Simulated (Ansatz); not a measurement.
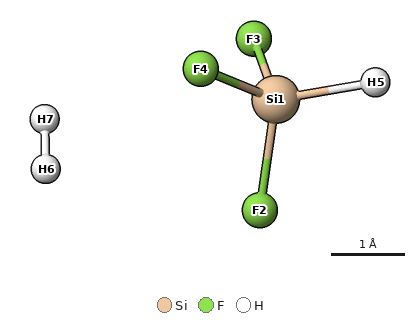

Figure 1. The structure as given in the input (ball-and-stick view, seen at a tilt; atoms are numbered from 1 in the order of the input).

Single-point calculation of SiH₃F₃

- system: SiH₃F₃
- method: RKS PBE0-D4/def2-TZVPP (Ansatz 0.2.0)

The geometry is the reactant side of a reaction. The reaction was set up to form Si1–H7 and F2–H6 and to break Si1–F2 and H6–H7 (atoms counted from 1 in the order of the input); sticks are drawn by distance alone. The geometry comes from this level: PBE0-D4/def2-TZVP.

**The input**
```yaml
crystal:
  periodic: [false, false, false]
  atoms:
    - {symbol: Si, position_ang: [0.193034, 0.943587, -0.323431]}
    - {symbol: F, position_ang: [1.514128, 0.138552, -0.038785]}
    - {symbol: F, position_ang: [-0.671529, 0.128898, -1.354583]}
    - {symbol: F, position_ang: [-0.616262, 1.059289, 1.020002]}
    - {symbol: H, position_ang: [0.504590, 2.270409, -0.850702]}
    - {symbol: H, position_ang: [-0.146031, -2.268442, 0.972348]}
    - {symbol: H, position_ang: [-0.777929, -2.272292, 0.575150]}
basis:
  gaussian: {orbitals: def2-TZVPP}
hamiltonian: {xc: pbe0, dispersion: d4}
output: {orbitals: {seedname: orbitals}}
```

Machine: 2 CPU threads, shared host.

Run as:
```bash
ansatz run in.yaml --threads 2 --pin off --events-out ev --progress --plain --max-ram 4352MiB
```

**What the program printed**
```
Functional definition: PBE0
  name "PBE0"
  cite "Adamo & Barone, J. Chem. Phys. 110, 6158 (1999) doi:10.1063/1.478522"
  cite "Perdew, Burke & Ernzerhof, Phys. Rev. Lett. 77, 3865 (1996) doi:10.1103/PhysRevLett.77.3865"
  parent pbe
  parameter a = 0.25
  parameter kappa = 0.804
  parameter beta = 0.06672455060314922
  exchange = (1 - a)*pbe_x(kappa = kappa, mu = beta*pi^2/3) + a*exact_x
  correlation = pbe_c(beta = beta)
936 factors; their error is unknown
mean field evaluation 1: about -16071.4395 eV, gradient 5.0e1 eV
mean field evaluation 2: about -16067.7827 eV, gradient 7.4e1 eV
mean field evaluation 4: about -16074.7033 eV, gradient 4.1e-1 eV
mean field evaluation 8: about -16074.7498 eV, gradient 6.5e-3 eV
mean field -16074.74979350 eV, -590.7361590542 hartree, gradient 3.8e-5 eV, S^2 0.000000; 0 other end points of the search recorded, 0 dependent functions left out
reference -16074.74981933 eV, -590.7361600035 hartree; 22, 22 occupied and 155, 155 virtual orbitals, 936 factors
Total energy: -16074.82727560 eV, -590.7390064689 hartree
```

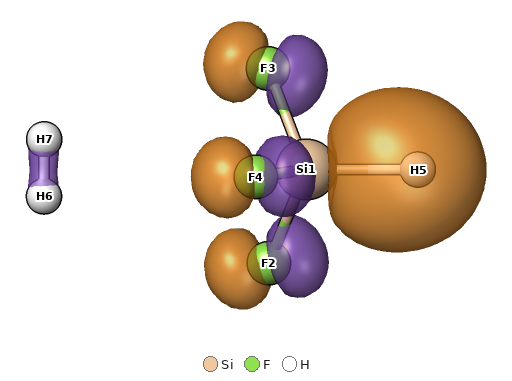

Figure 2. The HOMO at ±0.15 Å⁻³ᐟ² (orange and purple are the two phases), seen at an oblique angle. It lies mainly on H5 (35 %), Si1 (30 %), F4 (10 %), F2 (10 %) and F3 (10 %). Its energy is −11.17 eV.

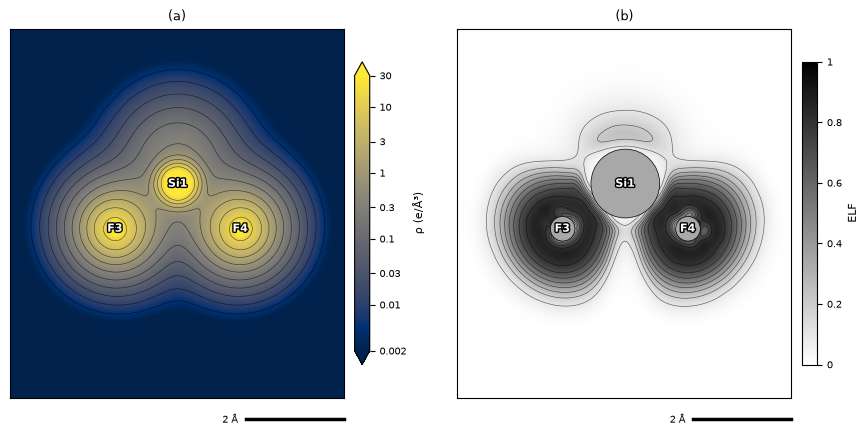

Figure 3. (a) total electron density; (b) ELF on the plane of atoms F3, Si1 and F4. Grey discs, where drawn, cover atomic cores. The section cuts through Si and F sites.

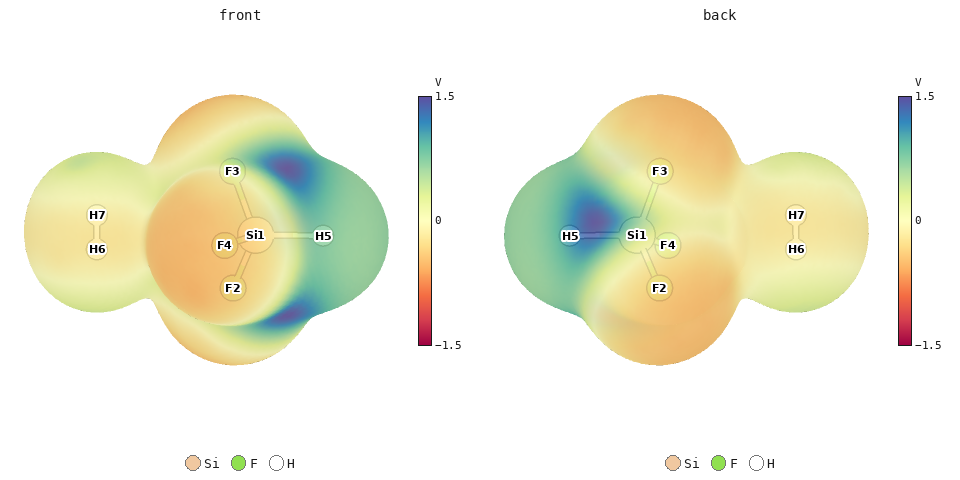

Figure 4. The electrostatic potential painted on the density surface at 0.001 e/bohr³, seen face on and from behind; red is negative and blue positive.

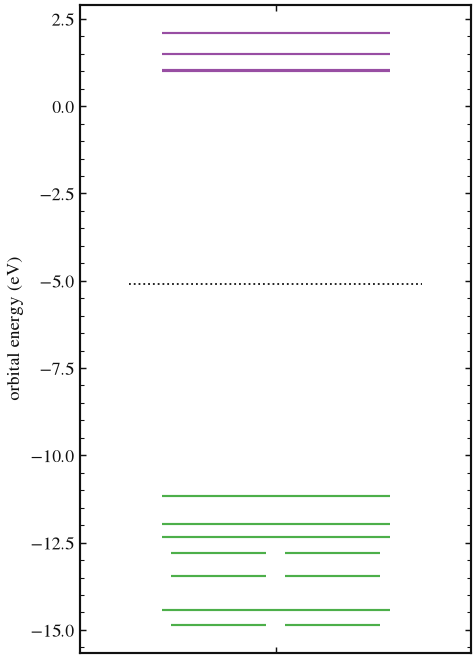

Figure 5. Orbital energies near the frontier; the dotted line parts filled from empty levels, and levels within 0.02 eV of each other stand side by side. Highest filled −11.17 eV, lowest empty 0.99 eV, 12.16 eV apart.

**Results in brief**

- outcome: converged
- total energy: −16074.8273 eV
- mean-field energy: −16074.7498 eV
- dispersion energy: −0.0775 eV
- SCF solution under orbital rotations: stable
- HOMO: −11.17 eV
- LUMO: 0.99 eV
- wall time: 1.8 s (CPU time 3.5 s)
- peak memory: 0.35 GiB
